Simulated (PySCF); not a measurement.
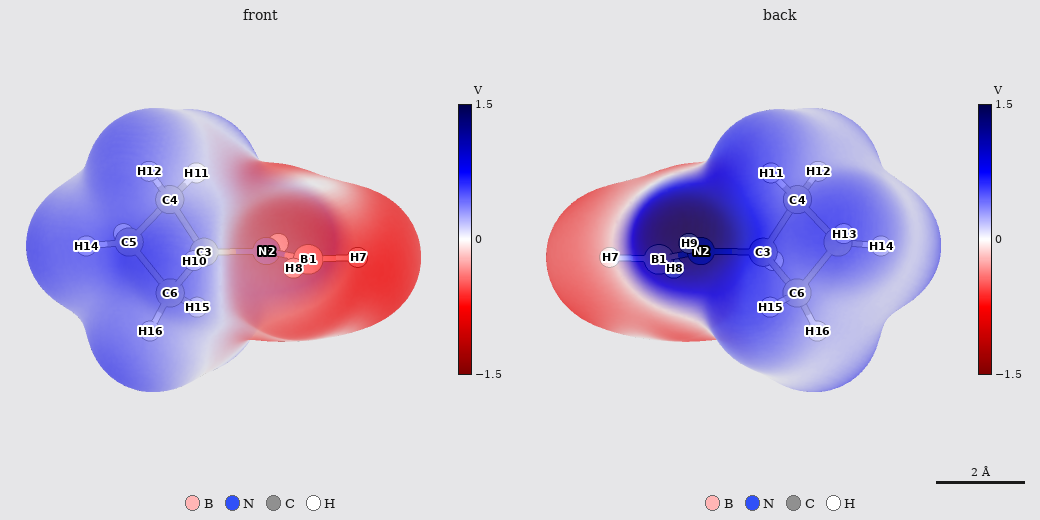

*C4H10BN (SMILES BNC1CCC1). The molecular electrostatic potential painted on the density surface at 0.001 e/bohr³, seen from the front and from behind; red is negative and blue positive.*

Geometry: GFN2-xTB.

Theory: PBE0/pcSseg-1, SCF density, gas phase, non-relativistic (PySCF).

```xyz
16

B     2.6787   -0.0484    0.2351
N     1.3749   -0.0526   -0.2105
C     0.1736    0.0351    0.5678
C    -0.8607    1.1007    0.1383
C    -1.9603    0.0282    0.1595
C    -0.8891   -1.0603    0.3230
H     3.5415   -0.1426   -0.5519
H     2.8901    0.0479    1.3836
H     1.1715   -0.1351   -1.1978
H     0.4529    0.1219    1.6182
H    -0.6627    1.4920   -0.8583
H    -0.9914    1.9350    0.8232
H    -2.5690   -0.0408   -0.7396
H    -2.6175    0.1104    1.0221
H    -0.7011   -1.6172   -0.5935
H    -1.0392   -1.7654    1.1369
```

Which sites attract a positive test charge, and which a negative one?

Answer. A positive charge is drawn to the negative regions and a negative charge to the positive ones. The most negative region (about −0.7 V) lies over H7, the most positive (about +1.4 V) over H9.
